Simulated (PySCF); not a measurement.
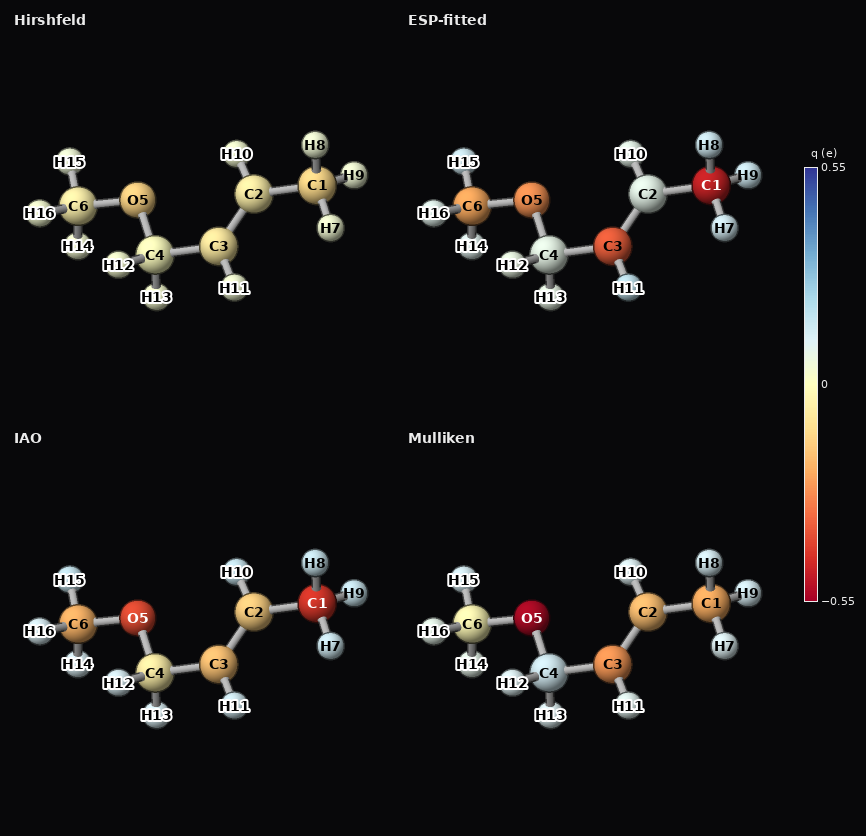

Atomic charges of one calculation by 4 schemes, on one colour scale. The geometry was computed by an optimisation with GFN2-xTB. No frequency run is at hand to confirm it as a minimum. Computed with PBE0/pcSseg-1 (PySCF 2.14.0).

> On which atom do the schemes disagree most?

On O5 (from −0.52 to −0.13 e).

List the charges (e), one line for each set of equivalent atoms. Atoms whose distances differ by more than 0.02 Å in this geometry are listed apart.

```csv
atom,Hirshfeld,ESP-fitted,IAO,Mulliken
C1,−0.12,−0.46,−0.42,−0.21
C2,−0.05,0.08,−0.14,−0.18
C3,−0.07,−0.35,−0.17,−0.25
C4,0.00,0.08,−0.05,0.13
O5,−0.13,−0.26,−0.39,−0.52
C6,−0.04,−0.22,−0.20,−0.02
H7,0.04,0.13,0.14,0.11
H8,0.04,0.14,0.15,0.12
H9,0.04,0.14,0.15,0.12
H10,0.04,0.08,0.15,0.11
H11,0.04,0.17,0.14,0.09
H12,0.03,0.07,0.12,0.10
H13,0.03,0.07,0.12,0.10
H14,0.04,0.10,0.12,0.09
H15,0.05,0.14,0.16,0.12
H16,0.04,0.09,0.12,0.09
```
